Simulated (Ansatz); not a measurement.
The structure in question:

```
Cs Cl
1.0
     5.99594    0.00000    0.00000
    -2.99797    5.19263    0.00000
     0.00000    0.00000    7.08953
Cs Cl
3 2
Direct
  0.00000 0.00000 0.00000
  0.33333 0.66667 0.67550
  0.66667 0.33333 0.32450
  0.33333 0.66667 0.16857
  0.66667 0.33333 0.83143
```

**Work out the structure from the coordinates.**

The formula is Cs$_{3}$Cl$_{2}$. It belongs to space group P-3m1 (No. 164) and has a primitive hexagonal lattice. The cell comprises 1 formula unit: 3 Cs, 2 Cl. The Cl atoms are each bonded to eight Cs in a cubic arrangement at 3.50 to 3.66 Å. Cs takes two kinds of site: 1a with six Cl at 3.66 Å; 2d with five Cl at 3.50 to 3.63 Å. The bonds build a three-dimensional framework.

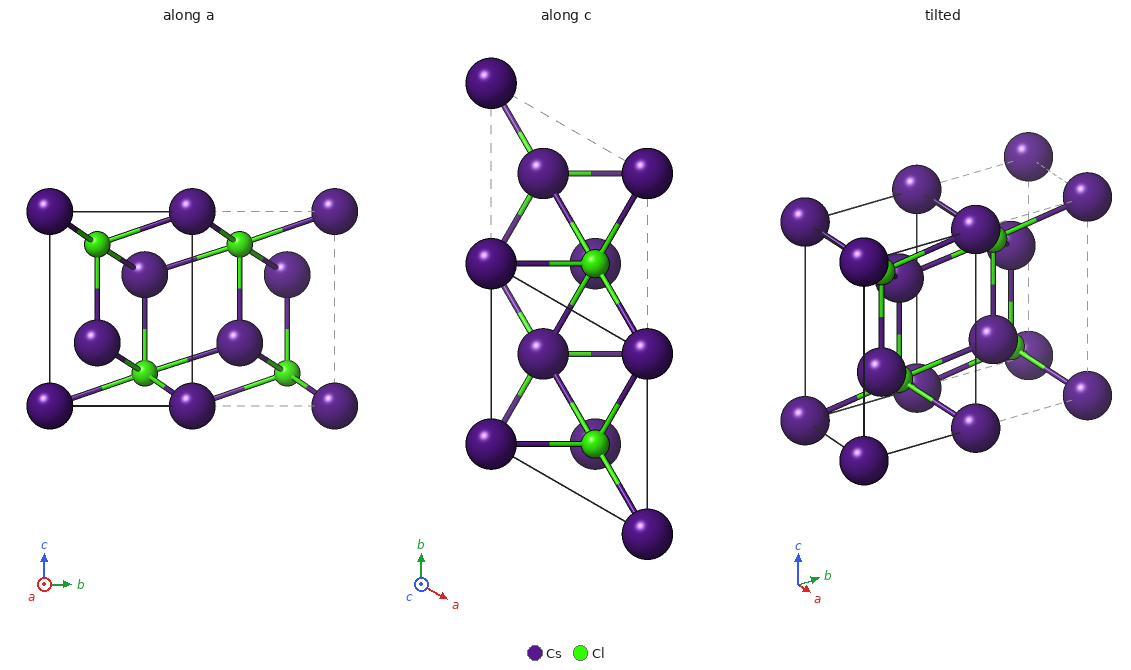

We look at a ball-and-stick model of the crystal along the a axis, along the c axis and slightly off an axis. The picture spans 1×2×1 cells, one conventional unit cell being drawn with solid lines. Colours: caesium purple, chlorine green.

The cell started as a textbook structure type filled with these elements (whether it is the usual form wasn't checked). The final geometry of a relaxation with Ansatz 0.2.0, DFT r2SCAN, scalar-relativistic, plane waves, PAW is shown.
